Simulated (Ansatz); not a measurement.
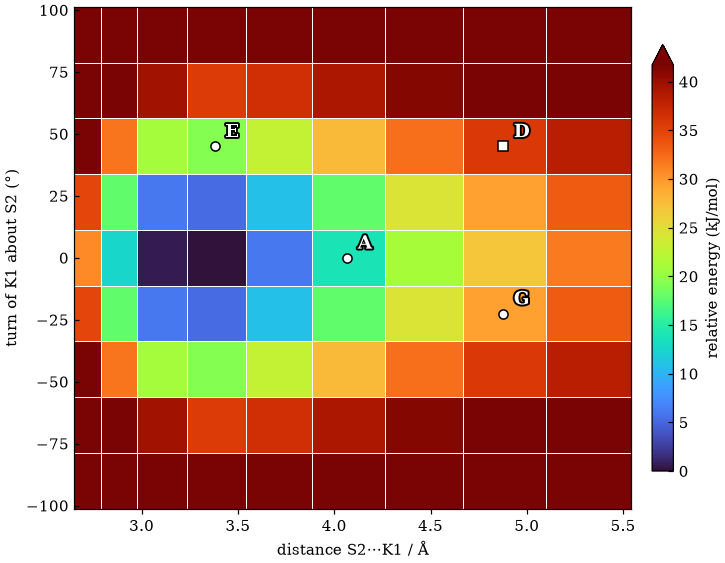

H2KS, charge +1. 
- The turn is about an axis along (−0.60, −0.79, 0.12) in the frame of the relaxed pair, normal to the line between the partners.
- The first coordinate is: distance S2···K1; the second: turn of K1 about S2.
- The grid has 9 × 9 points; 45 points were computed and 36 follow by symmetry.
- All energies are given in kJ/mol relative to the lowest grid point.
- Computed with RKS wB97X-V/def2-SVPD in Ansatz 0.2.0.

The picture shows one coloured cell a grid point, one colour for all values above the top of the scale, lettered points.

> What kind of point is each of D, E, G: minimum, saddle, maximum or slope?

D: on a slope; E: on a slope; G: on a slope. (In these two coordinates alone; a stationary point may lie a little off the grid point.)

> Rank the lettered points by energy, lowest first.

A (13.9 kJ/mol), E (19.3 kJ/mol), G (29.5 kJ/mol), D (35.7 kJ/mol).
